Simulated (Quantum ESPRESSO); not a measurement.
# Carrying a functional's shift from two faces of Pb to a third

**Set-up.** Quantum ESPRESSO 7.5 (pw.x, pp.x), GBRV ultrasoft files, cold smearing of 0.02 Ry; slabs at the tabulated lattice constant, relaxed under PBE by Ansatz 0.2.0; both functionals on the same atoms. Work functions in eV.

| face | area an atom (Å²) | PBE | LDA |
| --- | --- | --- | --- |
| (111) | 10.61 | 3.743 | 4.068 |
| (100) | 12.25 | 3.752 | 4.075 |
| (110) | 17.33 | 3.710 | withheld |

To predict: What does LDA give for (110)?

By hand: The shifts from PBE are 4.068 − 3.743 = +0.325 eV and 4.075 − 3.752 = +0.323 eV, +0.324 eV in the mean. A rigid shift gives 3.710 + (+0.324) = 4.034 eV.

What the calculation gave: 4.017 eV; the estimate misses by +0.017 eV. The shift is rigid within 0.03 eV, which is also the size of the differences between these faces.

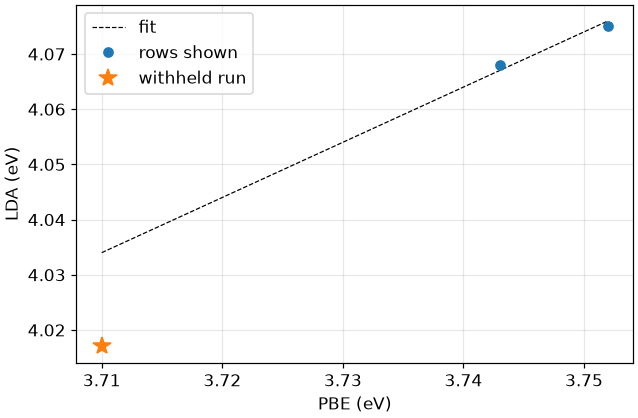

The rows shown, the fit and the withheld run.

Caveats: Thin, unreconstructed slabs; thickness and mesh leave some 0.05 to 0.1 eV open, which largely cancels in the shift.
